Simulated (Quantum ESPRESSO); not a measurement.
The As K edge of atom 1 in As (Pm-3m), with 6 As at 2.70 Å (octahedral, site symmetry m-3m), was computed in 2 ways: excited-electron core hole (neutral cell) and no core hole. Program and functional: Quantum ESPRESSO XSpectra, LDA, Lorentzian half width 1.07 eV up to 4 eV, rising linearly to 1.75 eV at 25 eV (not a setting of the program: the run's 0.4 eV curve was folded afterwards with a further Lorentzian); cells of 1 and 8 atoms (the run without a hole in the smaller).

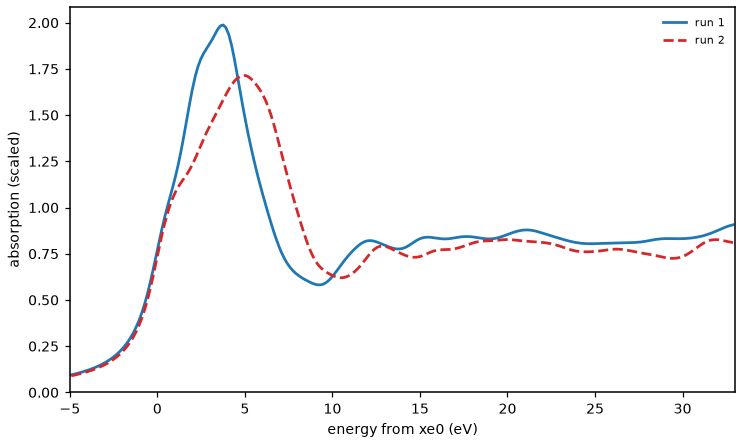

Each run is counted from its own lowest empty level or Fermi level and scaled to a mean of 1 over its first 20 eV.

This is not the structure that As takes at ambient pressure and room temperature (space group No. 166); it is a model or a phase of other conditions.

**Question.** Which run is which?

Run 1: excited-electron core hole (neutral cell) (area from −2 to 6 eV 10.0, main maxima 3.8 eV (1.99), 12.1 eV (0.82) and 21.0 eV (0.88)). Run 2: no core hole (area from −2 to 6 eV 9.1, main maxima 4.9 eV (1.71), 12.9 eV (0.79) and 20.1 eV (0.83)). With each curve scaled to its own mean, the area from −2 to 6 eV with the hole is 10.0 against 9.1, and the centre of weight from −1 to 20 eV moves by -0.1 eV (first and strongest maxima below 20 eV: 4.9 eV (1.71) and 12.9 eV (0.79) without the hole, 3.8 eV (1.99) and 12.1 eV (0.82) with it); the shape changes all the same, by 21 % r.m.s.

[Hosts, paths, dates, database ids (printed as entryN), source tags and the programs' standing remarks are cut or masked in the printed files.]

[Lists of maxima count a maximum above −3 eV only where it reaches 4 % of the highest in the window and stands out from its surroundings by 2 % of it (1.5 % where it reaches 55 %); shoulders and weaker maxima are passed over, and of the rest the first, up to two pre-edge ones and the few strongest are named.]
